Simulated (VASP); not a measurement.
Band structure of ZnCdSe2 (space group P-4m2). All values below come from PBEsol GGA with spin-orbit coupling, VASP's PBE PAW potentials (set 64) (plane waves; VASP 6.6.1).

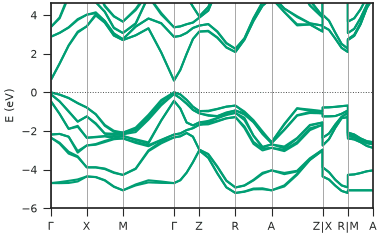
*Bands along high-symmetry lines, zero at the valence-band maximum or, without a gap, the Fermi level*

Task: Read the plot: is there a gap, and where are the band edges?

Result: The gap is direct, 0.61 eV, from the valence maximum at Γ to the conduction minimum at Γ.

The structure comes from a computed database's ZnCdSe2 entry (P-4m2); how it stands against other phases isn't given here. It was relaxed first.
